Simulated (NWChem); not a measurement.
**the pair BHSClF···BH5S: a chain of runs**

We compute a single-point energy (singlet B2H6S2ClF, M06-2X/6-31+G*), then the energy (singlet BHSClF, M06-2X/6-31+G*), then a single-point energy (singlet BH5S, M06-2X/6-31+G*), then a single-point energy (singlet BHSClF, M06-2X/6-31+G*), then a single-point energy (singlet BH5S, M06-2X/6-31+G*) of B2ClFH6S2 and its partners. 

Program for the calculation: NWChem 7.3.0.

### 1 Starting point

B2H6S2ClF: 12 atoms, total charge 0, spin state singlet. The two molecules were placed rigidly side by side, at 1.1 times their contact distance; the pair isn't optimised.

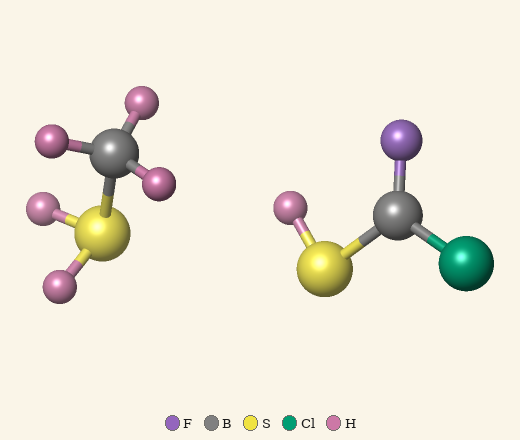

Viewed from a chosen angle; fluorine purple, boron grey, sulfur yellow, chlorine teal, hydrogen pink.

### 2 The energy at M06-2X/6-31+G(d) (spherical functions) (run 1)

sp.nw

```
start sp
title "B2ClFH6S2 energy"
memory stack 880 mb heap 220 mb global 1100 mb

geometry noautosym nocenter noautoz
 F    -0.539980   -1.151780    0.723200
 B    -0.435080   -0.136280   -0.111300
 S     1.049620    0.865720   -0.202700
 Cl   -1.786280    0.239120   -1.156700
 H     1.711720    0.183220    0.747500
 B     2.082380    1.790530    3.874280
 S     3.492850    2.305550    2.591330
 H     1.096830    2.077480    3.238460
 H     2.271350    2.426400    4.877310
 H     2.281980    0.602100    3.950100
 H     3.484260    3.651000    2.631360
 H     4.625190    2.233210    3.315530
end

basis "ao basis" spherical bse
 F library 6-31+G*
 B library 6-31+G*
 S library 6-31+G*
 Cl library 6-31+G*
 H library 6-31+G*
end

dft
 xc m06-2x
 grid fine
 convergence energy 1e-08
 maxiter 100
 mulliken
 print low
end

task dft energy
```

Command:

```console
$ nwchem sp.nw > sp.out
```

The program printed, shortened:

```text
[...]
 d= 0,ls=0.0,diis     1  -1409.5229214270 -1.78D+03  1.04D-02  7.63D-01     6.4
[...]
 d= 0,ls=0.0,diis    10  -1409.6382446704 -3.20D-09  8.63D-07  7.86D-09    53.5
         Total DFT energy =    -1409.638244670414
      One electron energy =    -2673.633023965435
           Coulomb energy =      998.034354615750
    Exchange-Corr. energy =     -100.392311410103
 Nuclear repulsion energy =      366.352736089375
[...]
      Total Density - Mulliken Population Analysis
     ---------------------------------------------
    Atom       Charge   Shell Charges
 -----------   ------   -------------------------------------------------------
    1 F    9     9.28   2.00  0.93  3.31  1.00  1.90 -0.00  0.13  0.01
    2 B    5     4.69   2.00  0.56  1.34  0.25  0.36  0.02  0.03  0.13
    3 S   16    16.07   2.00  2.00  5.97  1.34  3.10  0.51  1.09 -0.02  0.01  0.05
    4 Cl  17    17.08   2.00  2.00  5.98  1.39  3.65  0.56  1.47 -0.01  0.03  0.02
    5 H    1     0.87   0.49  0.38
    6 B    5     5.43   2.00  0.54  1.55  0.52  0.59  0.09  0.10  0.04
    7 S   16    15.99   2.00  2.00  5.97  1.35  3.09  0.49  1.05 -0.07  0.01  0.08
    8 H    1     0.98   0.51  0.47
    9 H    1     0.99   0.52  0.47
   10 H    1     0.98   0.51  0.47
[...]
```

Run time: 54 s. Hardware: 1 thread of Intel Xeon Platinum 8488C (Sapphire Rapids), shared host; peak memory 0.12 GiB.

### 3 BHSClF: a single-point energy at M06-2X/6-31+G(d) (spherical functions) (run 2)

mymol.nw

```
start mymol
title "BClFHS"
memory total 2200 mb
charge 0
geometry units angstroms noautosym nocenter noautoz
  F       -0.539980      -1.151780       0.723200
  B       -0.435080      -0.136280      -0.111300
  S        1.049620       0.865720      -0.202700
  Cl      -1.786280       0.239120      -1.156700
  H        1.711720       0.183220       0.747500
end
basis spherical bse
  F library 6-31+G*
  B library 6-31+G*
  S library 6-31+G*
  Cl library 6-31+G*
  H library 6-31+G*
end
dft
  xc m06-2x
  mult 1
  grid fine
  convergence energy 1e-08
  iterations 100
  mulliken
  print low
end
task dft
```

Command:

```console
$ nwchem mymol.nw > mymol.out
```

The program printed, shortened:

```text
[...]
 d= 0,ls=0.0,diis     1   -983.6158358197 -1.17D+03  1.33D-02  5.67D-01     2.0
[...]
 d= 0,ls=0.0,diis     9   -983.6931472160 -3.79D-09  8.24D-07  6.27D-10    13.7
         Total DFT energy =     -983.693147216012
      One electron energy =    -1725.385337433587
           Coulomb energy =      626.093117421821
    Exchange-Corr. energy =      -68.838052915177
 Nuclear repulsion energy =      184.437125710930
[...]
      Total Density - Mulliken Population Analysis
     ---------------------------------------------
    Atom       Charge   Shell Charges
 -----------   ------   -------------------------------------------------------
    1 F    9     9.29   2.00  0.93  3.32  1.00  1.90 -0.00  0.13  0.01
    2 B    5     4.72   2.00  0.56  1.35  0.25  0.37  0.03  0.04  0.13
    3 S   16    16.04   2.00  2.00  5.97  1.34  3.10  0.52  1.08 -0.04  0.02  0.06
    4 Cl  17    17.08   2.00  2.00  5.98  1.39  3.65  0.56  1.47 -0.01  0.03  0.02
    5 H    1     0.87   0.49  0.38
[...]
```

It took 14 s on 1 thread of Intel Xeon Platinum 8488C (Sapphire Rapids), shared host; peak memory 0.11 GiB.

### 4 BH5S: the energy at M06-2X/6-31+G(d) (spherical functions) (run 3)

input.nw

```
start input
title "BH5S"
memory 2200 mb

geometry units angstroms noautosym nocenter noautoz
  B      2.082380     1.790530     3.874280
  S      3.492850     2.305550     2.591330
  H      1.096830     2.077480     3.238460
  H      2.271350     2.426400     4.877310
  H      2.281980     0.602100     3.950100
  H      3.484260     3.651000     2.631360
  H      4.625190     2.233210     3.315530
end

basis "ao basis" spherical bse
  B library 6-31+G*
  S library 6-31+G*
  H library 6-31+G*
end

dft
  xc m06-2x
  grid fine
  convergence energy 1e-08
  maxiter 100
  mulliken
  print low
end

task dft energy
```

Command:

```console
$ nwchem input.nw > input.out
```

The program printed, shortened:

```text
[...]
 d= 0,ls=0.0,diis     1   -425.9023230552 -4.81D+02  1.50D-02  2.07D-01     1.1
[...]
 d= 0,ls=0.0,diis     8   -425.9428145860 -1.42D-09  1.78D-06  5.67D-09     6.7
         Total DFT energy =     -425.942814585992
      One electron energy =     -693.850328604355
           Coulomb energy =      244.717127198499
    Exchange-Corr. energy =      -31.554822204646
 Nuclear repulsion energy =       54.745209024511
[...]
      Total Density - Mulliken Population Analysis
     ---------------------------------------------
    Atom       Charge   Shell Charges
 -----------   ------   -------------------------------------------------------
    1 B    5     5.39   2.00  0.54  1.55  0.52  0.58  0.07  0.09  0.04
    2 S   16    15.97   2.00  2.00  5.97  1.36  3.09  0.49  1.04 -0.06  0.00  0.08
    3 H    1     0.99   0.51  0.48
    4 H    1     1.00   0.52  0.48
    5 H    1     0.99   0.51  0.48
    6 H    1     0.83   0.49  0.34
    7 H    1     0.83   0.49  0.34
[...]
```

Run time: 7.5 s. Hardware: 1 thread of Intel Xeon Platinum 8488C (Sapphire Rapids), shared host; peak memory 0.11 GiB.

### 5 BHSClF among ghost functions: a single-point energy at M06-2X/6-31+G(d) (spherical functions, with ghost functions) (run 4)

bclfhs.nw

```
echo
start bclfhs
title "BClFHS"
memory 2200 mb
geometry units angstrom noautosym nocenter noautoz
   F       -0.539980      -1.151780       0.723200
   B       -0.435080      -0.136280      -0.111300
   S        1.049620       0.865720      -0.202700
   Cl      -1.786280       0.239120      -1.156700
   H        1.711720       0.183220       0.747500
   bqB      2.082380     1.790530     3.874280
   bqS      3.492850     2.305550     2.591330
   bqH      1.096830     2.077480     3.238460
   bqH      2.271350     2.426400     4.877310
   bqH      2.281980     0.602100     3.950100
   bqH      3.484260     3.651000     2.631360
   bqH      4.625190     2.233210     3.315530
end
basis spherical bse
   F library 6-31+G*
   B library 6-31+G*
   S library 6-31+G*
   Cl library 6-31+G*
   H library 6-31+G*
   bqB library B 6-31+G*
   bqS library S 6-31+G*
   bqH library H 6-31+G*
end
dft
   xc m06-2x
   mult 1
   grid fine
   convergence energy 1e-08
   maxiter 100
   mulliken
   print low
end
task dft energy
```

Command:

```console
$ nwchem bclfhs.nw > bclfhs.out
```

The program printed, shortened:

```text
[...]
 d= 0,ls=0.0,diis     1   -983.6160586041 -1.17D+03  8.41D-03  5.67D-01     5.8
[...]
 d= 0,ls=0.0,diis     9   -983.6933047279 -3.95D-09  5.29D-07  6.52D-10    47.0
         Total DFT energy =     -983.693304727859
      One electron energy =    -1725.382916876125
           Coulomb energy =      626.090060548283
    Exchange-Corr. energy =      -68.837574110948
 Nuclear repulsion energy =      184.437125710930
[...]
      Total Density - Mulliken Population Analysis
     ---------------------------------------------
    Atom       Charge   Shell Charges
 -----------   ------   -------------------------------------------------------
    1 F    9     9.28   2.00  0.93  3.32  1.00  1.90 -0.00  0.13  0.01
    2 B    5     4.73   2.00  0.56  1.35  0.25  0.37  0.03  0.04  0.13
    3 S   16    16.04   2.00  2.00  5.97  1.34  3.10  0.52  1.08 -0.04  0.01  0.06
    4 Cl  17    17.07   2.00  2.00  5.98  1.39  3.65  0.56  1.47 -0.01  0.03  0.02
    5 H    1     0.87   0.49  0.38
    6 X    0     0.01   0.00  0.00 -0.00 -0.00  0.00  0.00  0.00  0.00
    7 X    0     0.00   0.00  0.00 -0.00  0.00  0.00  0.00  0.00 -0.00  0.00  0.00
    8 X    0     0.00   0.00  0.00
    9 X    0     0.00  -0.00  0.00
   10 X    0    -0.00   0.00 -0.00
[...]
```

Run time: 48 s. Hardware: 1 thread of Intel Xeon Platinum 8488C (Sapphire Rapids), shared host; peak memory 0.12 GiB.

### 6 BH5S among ghost functions: the energy at M06-2X/6-31+G(d) (spherical functions, with ghost functions) (run 5)

a.nw

```
start a
memory 2200 mb

geometry units angstrom noautosym nocenter noautoz
   B        2.082380       1.790530       3.874280
   S        3.492850       2.305550       2.591330
   H        1.096830       2.077480       3.238460
   H        2.271350       2.426400       4.877310
   H        2.281980       0.602100       3.950100
   H        3.484260       3.651000       2.631360
   H        4.625190       2.233210       3.315530
   bqF     -0.539980    -1.151780     0.723200
   bqB     -0.435080    -0.136280    -0.111300
   bqS      1.049620     0.865720    -0.202700
   bqCl    -1.786280     0.239120    -1.156700
   bqH      1.711720     0.183220     0.747500
end

basis spherical bse
   B library 6-31+G*
   S library 6-31+G*
   H library 6-31+G*
   bqF library F 6-31+G*
   bqB library B 6-31+G*
   bqS library S 6-31+G*
   bqCl library Cl 6-31+G*
   bqH library H 6-31+G*
end

dft
   xc m06-2x
   grid fine
   convergence energy 1e-08
   iterations 100
   mulliken
   noprint "final vectors analysis"
end

task dft
```

Command:

```console
$ nwchem a.nw > a.out
```

The program printed, shortened:

```text
[...]
          Wavefunction type:  closed shell.
          No. of atoms     :    12
          No. of electrons :    26
[...]
          Charge           :     0
          Spin multiplicity:     1
[...]
          AO basis - number of functions:   132
[...]
              XC Information
              --------------
                       M06-2X Method XC Functional
                     Hartree-Fock (Exact) Exchange  0.540
                        M06-2X Exchange Functional  1.000
                      M06-2X Correlation Potential  1.000
[...]
 d= 0,ls=0.0,diis     1   -425.9026116684 -4.81D+02  6.47D-03  2.07D-01     5.1
[...]
 d= 0,ls=0.0,diis     8   -425.9430579868 -1.45D-09  7.22D-07  5.72D-09    39.2
         Total DFT energy =     -425.943057986804
      One electron energy =     -693.845639764382
           Coulomb energy =      244.711325612911
    Exchange-Corr. energy =      -31.553952859844
 Nuclear repulsion energy =       54.745209024511
[...]
      Total Density - Mulliken Population Analysis
     ---------------------------------------------
    Atom       Charge   Shell Charges
 -----------   ------   -------------------------------------------------------
    1 B    5     5.42   2.00  0.54  1.55  0.52  0.58  0.09  0.10  0.04
    2 S   16    15.96   2.00  2.00  5.97  1.36  3.09  0.49  1.03 -0.08  0.01  0.08
    3 H    1     0.99   0.51  0.48
    4 H    1     1.00   0.52  0.48
    5 H    1     0.98   0.51  0.47
    6 H    1     0.83   0.49  0.34
    7 H    1     0.83   0.49  0.34
    8 X    0     0.00   0.00  0.00 -0.00 -0.00 -0.00  0.00 -0.00 -0.00
    9 X    0    -0.02   0.00  0.00 -0.00 -0.00 -0.00 -0.01 -0.01 -0.00
   10 X    0     0.00  -0.00 -0.00 -0.00 -0.00  0.00  0.00  0.00  0.01 -0.01  0.00
[...]
```

Run time: 40 s. Hardware: 1 thread of Intel Xeon Platinum 8488C (Sapphire Rapids), shared host; peak memory 0.12 GiB.

### 7 Summary of results

| quantity | value |
| --- | --- |
| run 1, M06-2X/6-31+G*: total energy | -1409.63824 Eh |
| BHSClF: total energy | -983.69315 Eh |
| BH5S: total energy | -425.94281 Eh |
| BHSClF among ghost functions: total energy | -983.69330 Eh |
| BH5S among ghost functions: total energy | -425.94306 Eh |
| BH5S among ghost functions: dipole moment | 4.18 D |
| interaction energy of the rigid parts BHSClF and BH5S (parts in their own basis; closest atoms 3.19 Å apart) | -0.062 eV |
| interaction energy of the rigid parts BHSClF and BH5S (parts in the whole basis, counterpoise; closest atoms 3.19 Å apart) | -0.051 eV |

**Reading.** The interaction energy of the rigid parts BHSClF and BH5S (parts in their own basis; closest atoms 3.19 Å apart) is −0.06 eV (−6.0 kJ/mol): the parts attract. Without counterpoise this holds the superposition error of the basis. The interaction energy of the rigid parts BHSClF and BH5S (parts in the whole basis, counterpoise; closest atoms 3.19 Å apart) is −0.05 eV (−4.9 kJ/mol): the parts attract. The basis-set superposition error is 1.1 kJ/mol. Mulliken charges (BHSClF) run from -0.29 on F1 to +0.28 on B2; in a basis this large or diffuse they mean little.
